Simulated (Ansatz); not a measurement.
**CuO (WC type): one cell under locks on the spin (series 2)**

Task: run CuO (WC type) at one cell with the spin set up in several ways. Cell and atoms stay fixed. This structure was made by substitution into a known type, so it needn't be the compound's stable form.

Method: DFT LDA+U (U_eff = 1 eV on Cu d, around-mean-field double counting), plane waves, PAW, in Ansatz 0.2.0.

### 1 The structure to begin with

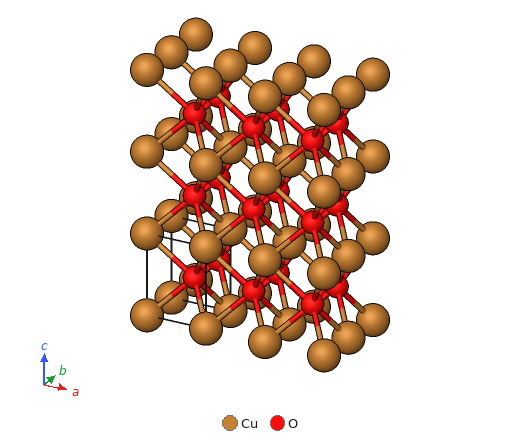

Start, viewed slightly off an axis; copper orange, oxygen red. 3×2×3 cells are drawn. Atoms on the faces are drawn again on the opposite ones.

Structure file:

```cif
data_structure
_symmetry_space_group_name_H-M 'P-6m2'
_symmetry_Int_Tables_number 187
_cell_length_a 2.8363
_cell_length_b 2.8363
_cell_length_c 2.7681
_cell_angle_alpha 90.000
_cell_angle_beta 90.000
_cell_angle_gamma 120.000
_cell_volume 19.29
loop_
_atom_site_label
_atom_site_type_symbol
_atom_site_symmetry_multiplicity
_atom_site_Wyckoff_symbol
_atom_site_fract_x
_atom_site_fract_y
_atom_site_fract_z
_atom_site_occupancy
Cu1 Cu 1 a 0.00000 0.00000 0.00000 1
O1 O 1 f 0.66667 0.33333 0.50000 1
```

The runs: ferromagnetic start, free, default search; total moment locked, 0.25 μB per cell; site moments held (series factor 0.6; the input gives the size); total moment locked at zero, no site moments, 0.00 μB per cell; no spin polarisation.

An earlier series on this cell reached its lowest free state from «ferromagnetic start, free, natural orbitals of the symmetric run filled by rank», perhaps among other starts.

### 2 Ferromagnetic start, free, default search

The input, input.yaml:

```yaml
crystal:
  lattice:
    - [2.83632511, 0.0, 0.0]
    - [-1.41816255, 2.4563296, 0.0]
    - [0.0, 0.0, 2.76811278]
  atoms:
    - { symbol: Cu, position: [0.0, 0.0, 0.0], spin: 1.0 }
    - { symbol: O, position: [0.6666666667, 0.3333333333, 0.5] }
basis:
  ecutwfc: 420
  ecutrho_ratio: 4
kpoints:
  mp_grid: { grid: [8, 8, 7] }
hamiltonian:
  xc: lda
  hubbard: { sites: [{ site: 0, l: d, u_eff: 1.0 }], double_counting: amf }
scf:
  occupations: { method: gaussian, width: 0.05 }
output:
  forces: true
  stress: true
  eigenvalues: true
  populations: true
  hubbard: { sites: [{ site: 0, l: d }] }
magnetization:
  spin_polarized: true
```

On the command line:

```
ansatz run input.yaml --threads 2 --pin off --max-ram 3072MiB --backend cpu --events-out ev --progress --plain --runs-dir out
```

Output, shortened:

```text
Warning: RAYON_NUM_THREADS=2 ignored (pool sized by the plan → 2); use --threads N
Cu: projections on atomic orbitals take those of the free atom [Ne] 3s2 3p6 3d10 4s1, of charge +0.00 (hamiltonian.pseudopotentials.projection_atoms); the dataset's partial waves leave at most 2.0e-6 of an orbital's norm unspanned inside its sphere
O: projections on atomic orbitals take those of the free atom [He] 2s2 2p4, of charge +0.00 (hamiltonian.pseudopotentials.projection_atoms); the dataset's partial waves leave at most 1.9e-8 of an orbital's norm unspanned inside its sphere
[...]
Pseudopotentials: kind: paw
Pseudopotential: Cu, paw, valence charge 19, recommended cutoff 420 eV (normal), Cu.paw.azcp
Pseudopotential: O, paw, valence charge 6, recommended cutoff 420 eV (normal), O.paw.azcp
Functional definition: SPW92
[...]
Crystal: 2 atoms, lattice volume = 19.285 Å³
Basis set: ecut = 420 eV, 405 PW (Γ)
Bands: 17, of which v1, the nominal top of the filled ones, is band 13 counted from 1 (12 counted from 0)
Symmetry: 12 space group operations
Space group: P-6m2 (ITA 187), of the structure as read, at distance tolerance 2.7e-5 Å
Magnetic group: BNS 187.209 (UNI 1439), of the structure as read, at distance tolerance 2.7e-5 Å
k-points: 40 of 448 (time reversal used)
[...]
Starting moments: Σ|m| = 1 μB on 1 of 2 sites
[...]
Free energy (F): -7108.905638 eV
[...]
E sigma→0 (E₀):  -7108.904533 eV
Entropy (-TS):   -0.002210 eV (-1.105 meV/atom)
Fermi energy:    12.255195 eV
[...]
DFT+U double counting: amf (around mean field; hamiltonian.hubbard.double_counting)
--- Forces (eV/Å), atoms counted from 1 ---
  atom   1  Cu    -0.00000000     0.00000000     0.00000000
  atom   2  O     -0.00000000     0.00000000    -0.00000000
[...]
--- Stress (GPa, compression-positive) ---
      -11.652456       0.000000      -0.000000
        0.000000     -11.652456       0.000000
       -0.000000       0.000000     -24.866256
  P = ⅓ Tr σ = -16.0571 GPa (-160.571 kbar)
--- Band table (eV; the first three rows and the last of 80) ---
  k-point 0 ↑: bands = ["-99.2613", "-57.2264", "-56.9872", "-56.9872", "-6.9488", "8.4150", "8.4150", "8.8208", "9.3770", "10.2213", "10.2213", "11.8572", "11.8572", "13.1464", "27.1788", "28.5462", "28.5462"]
[...]
Occupation matrices written to <dir>
--- Löwdin populations: 2 sites ---
  site symbol       q [e]    m [muB]
     0     Cu     18.0096     0.2371
     1      O      6.8589     0.2653
  spilling = 0.005258 (of n_electrons = 25.000000)
--- Occupation matrices: 1 shell (run DFT+U table (all-electron-ortho-atomic); ε = 2.62e-4) ---
  Cu0 d_3D: site group D3h (-6m2)
  Cu0 d_3D up     Tr n = 4.8570  λ = 0.937 0.937 0.994 0.994 0.996  [2× xz 0.50 E''(1.00) | 2× x2-y2 0.50 E'(1.00) | z2 1.00 A1'(1.00)]
  Cu0 d_3D dn     Tr n = 4.6071  λ = 0.833 0.833 0.973 0.973 0.996  [2× xz 0.50 E''(1.00) | 2× x2-y2 0.50 E'(1.00) | z2 1.00 A1'(1.00)]
  Tr n, λ and their labels are of the run-group-symmetrised matrices; stabiliser: 12 of 24 elements of G0×{1,Θ} (closed), max defect 3.6e-15 at τ = 5.6e-5
```

Run time: 2.9 s. Hardware: 2 threads of AMD EPYC 7R43 (Zen 3), shared host; peak memory 0.36 GiB.

Result: no gap, pressure -16.1 GPa, moments in spheres Cu 0.27; O 0.23 μB, largest force component 0.00 eV/Å, 12 symmetry operations imposed.

The shells' filling, with natural orbitals sorted by occupation:

```
         shell  channel  electrons  over 0.8  0.2 to 0.8  under 0.2
Cu 3d (atom 1)       up       4.86         5           0          0
Cu 3d (atom 1)     down       4.61         5           0          0
```

### 3 Total moment locked, 0.25 μB per cell

input.yaml, as its differences from that of step 2:

```diff
@@ -6,3 +6,3 @@
   atoms:
-    - { symbol: Cu, position: [0.0, 0.0, 0.0], spin: 1.0 }
+    - { symbol: Cu, position: [0.0, 0.0, 0.0], spin: 0.25 }
     - { symbol: O, position: [0.6666666667, 0.3333333333, 0.5] }
@@ -18,2 +18,4 @@
   occupations: { method: gaussian, width: 0.05 }
+  lower_state_search: "off"
+  max_iter: 150
 output:
@@ -26 +28,3 @@
   spin_polarized: true
+  initial_magnetization: 0.25
+  spin_locking: { lock_magnetization: hard }
```

The lock stays on to the end, so the result is a constrained state.

On the command line:

```
ansatz run input.yaml --threads 2 --pin off --max-ram 3072MiB --backend cpu --events-out ev --progress --plain --runs-dir out
```

Output, shortened:

```text
Warning: output.stress: scf.convergence.dr2_threshold = 1e-7 eV (the SCF's general default) is looser than the 2e-10 eV advised for a printed stress (1e-10 eV for each atom of the cell: 2). What an SCF threshold leaves in a stress goes as its square root, and in the free energy as the [...]
Warning: RAYON_NUM_THREADS=2 ignored (pool sized by the plan → 2); use --threads N
Cu: projections on atomic orbitals take those of the free atom [Ne] 3s2 3p6 3d10 4s1, of charge +0.00 (hamiltonian.pseudopotentials.projection_atoms); the dataset's partial waves leave at most 2.0e-6 of an orbital's norm unspanned inside its sphere
O: projections on atomic orbitals take those of the free atom [He] 2s2 2p4, of charge +0.00 (hamiltonian.pseudopotentials.projection_atoms); the dataset's partial waves leave at most 1.9e-8 of an orbital's norm unspanned inside its sphere
[...]
[... 2 set-up lines as earlier in the session ...]
[...]
--- Stress (GPa, compression-positive) ---
      -11.986117       0.000000      -0.000000
        0.000000     -11.986117       0.000000
       -0.000000       0.000000     -24.987558
  P = ⅓ Tr σ = -16.3199 GPa (-163.199 kbar)
--- Band table (eV; the first three rows and the last of 80) ---
  k-point 0 ↑: bands = ["-99.1650", "-57.1304", "-56.8953", "-56.8953", "-6.8814", "8.4817", "8.4817", "8.8563", "9.4451", "10.3373", "10.3373", "11.9424", "11.9424", "13.1797", "27.1910", "28.5642", "28.5642"]
[...]
Occupation matrices written to <dir>
--- Löwdin populations: 2 sites ---
  site symbol       q [e]    m [muB]
     0     Cu     18.0107     0.1204
     1      O      6.8580     0.1306
  spilling = 0.005253 (of n_electrons = 25.000000)
--- Occupation matrices: 1 shell (run DFT+U table (all-electron-ortho-atomic); ε = 6.70e-4) ---
  Cu0 d_3D: site group D3h (-6m2)
  Cu0 d_3D up     Tr n = 4.7963  λ = 0.910 0.910 0.990 0.990 0.996  [2× xz 0.50 E''(1.00) | 2× x2-y2 0.50 E'(1.00) | z2 1.00 A1'(1.00)]
  Cu0 d_3D dn     Tr n = 4.6697  λ = 0.858 0.858 0.979 0.979 0.996  [2× xz 0.50 E''(1.00) | 2× x2-y2 0.50 E'(1.00) | z2 1.00 A1'(1.00)]
  Tr n, λ and their labels are of the run-group-symmetrised matrices; stabiliser: 12 of 24 elements of G0×{1,Θ} (closed), max defect 3.7e-15 at τ = 1.4e-4
```

Wall time 2 s (2 threads of AMD EPYC 7R43 (Zen 3), shared host); peak memory 0.35 GiB.

Result: no gap, pressure -16.3 GPa, moments in spheres Cu 0.14; O 0.11 μB, largest force component 0.00 eV/Å, 12 symmetry operations imposed.

How the shells are filled (orbitals counted by the eigenvalues of the occupation matrices):

```
         shell  channel  electrons  over 0.8  0.2 to 0.8  under 0.2
Cu 3d (atom 1)       up       4.80         5           0          0
Cu 3d (atom 1)     down       4.67         5           0          0
```

### 4 Site moments held (series factor 0.6; the input gives the size)

input.yaml, as its differences from that of step 3:

```diff
@@ -6,3 +6,3 @@
   atoms:
-    - { symbol: Cu, position: [0.0, 0.0, 0.0], spin: 0.25 }
+    - { symbol: Cu, position: [0.0, 0.0, 0.0], spin: 0.6 }
     - { symbol: O, position: [0.6666666667, 0.3333333333, 0.5] }
@@ -28,3 +28,2 @@
   spin_polarized: true
-  initial_magnetization: 0.25
-  spin_locking: { lock_magnetization: hard }
+  spin_locking: { lock_spins: true }
```

The lock stays on to the end, so the result is a constrained state.

On the command line:

```
ansatz run input.yaml --threads 2 --pin off --max-ram 3072MiB --backend cpu --events-out ev --progress --plain --runs-dir out
```

Output, shortened:

```text
Warning: output.stress: scf.convergence.dr2_threshold = 1e-7 eV (the SCF's general default) is looser than the 2e-10 eV advised for a printed stress (1e-10 eV for each atom of the cell: 2). What an SCF threshold leaves in a stress goes as its square root, and in the free energy as the [...]
Warning: output.stress: the lock of the moments that magnetization.spin_locking holds to the close lets an SCF meet its threshold on dr2 anywhere within the lock's freeze window, and the stress can move with the moments there: no threshold on dr2 bounds that. The window is the square root [...]
Warning: RAYON_NUM_THREADS=2 ignored (pool sized by the plan → 2); use --threads N
Cu: projections on atomic orbitals take those of the free atom [Ne] 3s2 3p6 3d10 4s1, of charge +0.00 (hamiltonian.pseudopotentials.projection_atoms); the dataset's partial waves leave at most 2.0e-6 of an orbital's norm unspanned inside its sphere
O: projections on atomic orbitals take those of the free atom [He] 2s2 2p4, of charge +0.00 (hamiltonian.pseudopotentials.projection_atoms); the dataset's partial waves leave at most 1.9e-8 of an orbital's norm unspanned inside its sphere
[...]
[... 1 set-up line as earlier in the session ...]
[...]
--- Forces (eV/Å), atoms counted from 1 ---
  atom   1  Cu    -0.00000000    -0.00000000     0.00000000
  atom   2  O     -0.00000000     0.00000000    -0.00000000
[...]
--- Stress (GPa, compression-positive) ---
      -10.610152       0.000000      -0.000000
        0.000000     -10.610152       0.000000
       -0.000000       0.000000     -22.926238
  P = ⅓ Tr σ = -14.7155 GPa (-147.155 kbar)
--- Band table (eV; the first three rows and the last of 80) ---
  k-point 0 ↑: bands = ["-99.9179", "-57.8296", "-57.6549", "-57.6549", "-7.0072", "8.0758", "8.0758", "8.4001", "9.3081", "9.5744", "9.5744", "11.5620", "11.5620", "13.0145", "27.0929", "28.4265", "28.4265"]
[...]
Occupation matrices written to <dir>
--- Löwdin populations: 2 sites ---
  site symbol       q [e]    m [muB]
     0     Cu     17.9830     0.5039
     1      O      6.8803     0.4961
  spilling = 0.005467 (of n_electrons = 25.000000)
--- Occupation matrices: 1 shell (run DFT+U table (all-electron-ortho-atomic); ε = 7.03e-4) ---
  Cu0 d_3D: site group D3h (-6m2)
  Cu0 d_3D up     Tr n = 4.9782  λ = 0.995 0.995 0.996 0.996 0.997  [4× xz 0.25 E''(0.50) | z2 1.00 A1'(1.00)]
  Cu0 d_3D dn     Tr n = 4.4541  λ = 0.779 0.779 0.951 0.951 0.994  [2× xz 0.50 E''(1.00) | 2× x2-y2 0.50 E'(1.00) | z2 1.00 A1'(1.00)]
  Tr n, λ and their labels are of the run-group-symmetrised matrices; stabiliser: 12 of 24 elements of G0×{1,Θ} (closed), max defect 3.7e-15 at τ = 1.5e-4
```

Run time: 3.8 s. Hardware: 2 threads of AMD EPYC 7R43 (Zen 3), shared host; peak memory 0.35 GiB.

It ends with no gap, pressure -14.7 GPa, moments in spheres Cu 0.60; O 0.42 μB, largest force component 0.00 eV/Å, 12 symmetry operations imposed.

The shells' filling, with natural orbitals sorted by occupation:

```
         shell  channel  electrons  over 0.8  0.2 to 0.8  under 0.2
Cu 3d (atom 1)       up       4.98         5           0          0
Cu 3d (atom 1)     down       4.45         3           2          0
```

### 5 Total moment locked at zero, no site moments, 0.00 μB per cell

input.yaml, as its differences from that of step 4:

```diff
@@ -6,3 +6,3 @@
   atoms:
-    - { symbol: Cu, position: [0.0, 0.0, 0.0], spin: 0.6 }
+    - { symbol: Cu, position: [0.0, 0.0, 0.0] }
     - { symbol: O, position: [0.6666666667, 0.3333333333, 0.5] }
@@ -28,2 +28,3 @@
   spin_polarized: true
-  spin_locking: { lock_spins: true }
+  initial_magnetization: 0.0
+  spin_locking: { lock_magnetization: hard }
```

The lock stays on to the end, so the result is a constrained state.

On the command line:

```
ansatz run input.yaml --threads 2 --pin off --max-ram 3072MiB --backend cpu --events-out ev --progress --plain --runs-dir out
```

Output, shortened:

```text
Warning: output.stress: scf.convergence.dr2_threshold = 1e-7 eV (the SCF's general default) is looser than the 2e-10 eV advised for a printed stress (1e-10 eV for each atom of the cell: 2). What an SCF threshold leaves in a stress goes as its square root, and in the free energy as the [...]
Warning: RAYON_NUM_THREADS=2 ignored (pool sized by the plan → 2); use --threads N
Cu: projections on atomic orbitals take those of the free atom [Ne] 3s2 3p6 3d10 4s1, of charge +0.00 (hamiltonian.pseudopotentials.projection_atoms); the dataset's partial waves leave at most 2.0e-6 of an orbital's norm unspanned inside its sphere
O: projections on atomic orbitals take those of the free atom [He] 2s2 2p4, of charge +0.00 (hamiltonian.pseudopotentials.projection_atoms); the dataset's partial waves leave at most 1.9e-8 of an orbital's norm unspanned inside its sphere
[...]
[... 2 set-up lines as earlier in the session ...]
[...]
--- Stress (GPa, compression-positive) ---
      -12.039248       0.000000      -0.000000
        0.000000     -12.039248       0.000000
       -0.000000       0.000000     -24.961979
  P = ⅓ Tr σ = -16.3468 GPa (-163.468 kbar)
--- Band table (eV; the first three rows and the last of 80) ---
  k-point 0 ↑: bands = ["-99.0792", "-57.0360", "-56.8181", "-56.8181", "-6.8044", "8.5467", "8.5467", "8.8884", "9.5281", "10.4444", "10.4444", "12.0279", "12.0279", "13.2148", "27.2056", "28.5802", "28.5802"]
[...]
Occupation matrices written to <dir>
--- Löwdin populations: 2 sites ---
  site symbol       q [e]    m [muB]
     0     Cu     18.0107     0.0000
     1      O      6.8580     0.0000
  spilling = 0.005252 (of n_electrons = 25.000000)
--- Occupation matrices: 1 shell (run DFT+U table (all-electron-ortho-atomic); ε = 1.98e-3) ---
  Cu0 d_3D: site group D3h (-6m2)
  Cu0 d_3D up     Tr n = 4.7330  λ = 0.884 0.884 0.984 0.984 0.996  [2× xz 0.50 E''(1.00) | 2× x2-y2 0.50 E'(1.00) | z2 1.00 A1'(1.00)]
  Cu0 d_3D dn     Tr n = 4.7330  λ = 0.884 0.884 0.984 0.984 0.996  [2× xz 0.50 E''(1.00) | 2× x2-y2 0.50 E'(1.00) | z2 1.00 A1'(1.00)]
  Tr n, λ and their labels are of the run-group-symmetrised matrices; stabiliser: 24 of 24 elements of G0×{1,Θ} (closed), max defect 3.7e-15 at τ = 4.2e-4
```

Run time: 1.4 s. Hardware: 2 threads of AMD EPYC 7R43 (Zen 3), shared host; peak memory 0.34 GiB.

End state: no gap, pressure -16.3 GPa, no moment over 0.05 μB in any sphere, largest force component 0.00 eV/Å, 12 symmetry operations imposed.

How the shells are filled (orbitals counted by the eigenvalues of the occupation matrices):

```
         shell  channel  electrons  over 0.8  0.2 to 0.8  under 0.2
Cu 3d (atom 1)       up       4.73         5           0          0
Cu 3d (atom 1)     down       4.73         5           0          0
```

### 6 No spin polarisation

input.yaml, as its differences from that of step 5:

```diff
@@ -26,5 +26 @@
   hubbard: { sites: [{ site: 0, l: d }] }
-magnetization:
-  spin_polarized: true
-  initial_magnetization: 0.0
-  spin_locking: { lock_magnetization: hard }
```

On the command line:

```
ansatz run input.yaml --threads 2 --pin off --max-ram 3072MiB --backend cpu --events-out ev --progress --plain --runs-dir out
```

Output, shortened:

```text
Warning: RAYON_NUM_THREADS=2 ignored (pool sized by the plan → 2); use --threads N
Cu: projections on atomic orbitals take those of the free atom [Ne] 3s2 3p6 3d10 4s1, of charge +0.00 (hamiltonian.pseudopotentials.projection_atoms); the dataset's partial waves leave at most 2.0e-6 of an orbital's norm unspanned inside its sphere
O: projections on atomic orbitals take those of the free atom [He] 2s2 2p4, of charge +0.00 (hamiltonian.pseudopotentials.projection_atoms); the dataset's partial waves leave at most 1.9e-8 of an orbital's norm unspanned inside its sphere
[...]
[... 4 set-up lines as earlier in the session ...]
[...]
Crystal: 2 atoms, lattice volume = 19.285 Å³
Basis set: ecut = 420 eV, 405 PW (Γ)
[...]
--- Stress (GPa, compression-positive) ---
      -12.039047       0.000000      -0.000000
        0.000000     -12.039047       0.000000
       -0.000000       0.000000     -24.961991
  P = ⅓ Tr σ = -16.3467 GPa (-163.467 kbar)
--- Band table (eV; the first three rows and the last of 40) ---
  k-point 0: bands = ["-99.0793", "-57.0361", "-56.8181", "-56.8181", "-6.8043", "8.5468", "8.5468", "8.8884", "9.5281", "10.4443", "10.4443", "12.0279", "12.0279", "13.2148", "27.2057", "28.5802", "28.5802"]
[...]
Occupation matrices written to <dir>
--- Löwdin populations: 2 sites ---
  site symbol       q [e]
     0     Cu     18.0107
     1      O      6.8580
  spilling = 0.005252 (of n_electrons = 25.000000)
--- Occupation matrices: 1 shell (run DFT+U table (all-electron-ortho-atomic); ε = 5.30e-4) ---
  Cu0 d_3D: site group D3h (-6m2)
  Cu0 d_3D -      Tr n = 4.7330  λ = 0.884 0.884 0.984 0.984 0.996  [2× xz 0.50 E''(1.00) | 2× x2-y2 0.50 E'(1.00) | z2 1.00 A1'(1.00)]
  Tr n, λ and their labels are of the run-group-symmetrised matrices; stabiliser: 24 of 24 elements of G0×{1,Θ} (closed), max defect 3.8e-15 at τ = 1.1e-4
```

It took 1.6 s on 2 threads of AMD EPYC 7R43 (Zen 3), shared host; peak memory 0.34 GiB.

End state: no gap, pressure -16.3 GPa, no moment over 0.05 μB in any sphere, largest force component 0.00 eV/Å, 12 symmetry operations imposed.

The shells' filling, with natural orbitals sorted by occupation:

```
         shell    channel  electrons  over 0.8  0.2 to 0.8  under 0.2
Cu 3d (atom 1)  each spin       4.73         5           0          0
```

### 7 Results

Energies count from the lowest free state and have the smearing extrapolated to zero; for held moments they are taken at the target, with the constraint's term.

| start | energy (meV/atom) | gap (eV) | pressure (GPa) | largest moment (μB) | SCF cycles | time |
| --- | --- | --- | --- | --- | --- | --- |
| ferromagnetic start, free, natural orbitals of the symmetric run filled by rank (earlier series) | 0.0 | metal | -16.1 | 0.27 | 23 | 6.5 s |
| ferromagnetic start, free, default search | 0.0 | metal | -16.1 | 0.27 | 16 | 2.9 s |
| total moment locked, 0.25 μB per cell [held] | 4.1 | metal | -16.3 | 0.14 | 9 | 2 s |
| total moment locked at zero, no site moments, 0.00 μB per cell [held] | 8.5 | metal | -16.3 | 0.00 | 8 | 1.4 s |
| no spin polarisation | 8.5 | metal | -16.3 | 0.00 | 9 | 1.6 s |
| site moments held (series factor 0.6; the input gives the size) [held] | 13.9 | metal | -14.7 | 0.60 | 26 | 3.8 s |

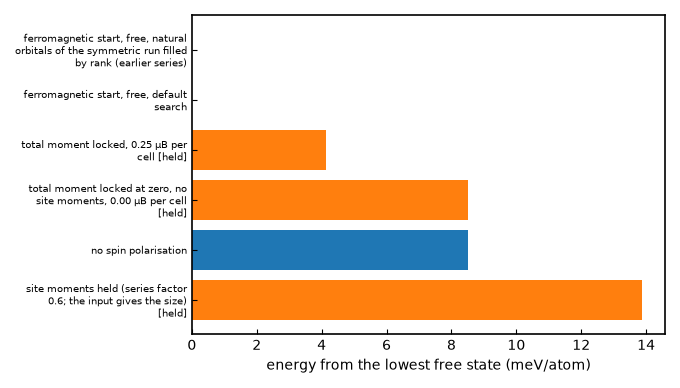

Energy of each end state; held states orange.

The 2 free runs end within about 1 meV/atom of each other. The run with the program's default settings reaches the lowest one found. Without spin polarisation the energy is 9 meV/atom higher. The cheapest of the held states, «total moment locked, 0.25 μB per cell», lies +4 meV/atom from the lowest free state; part of that can come from another filling of the orbitals. Around-mean-field double counting penalises high spin, so low-spin or metallic winners can come from that choice. The lowest state found need not be the ground state, and the geometry wasn't relaxed for any of them.
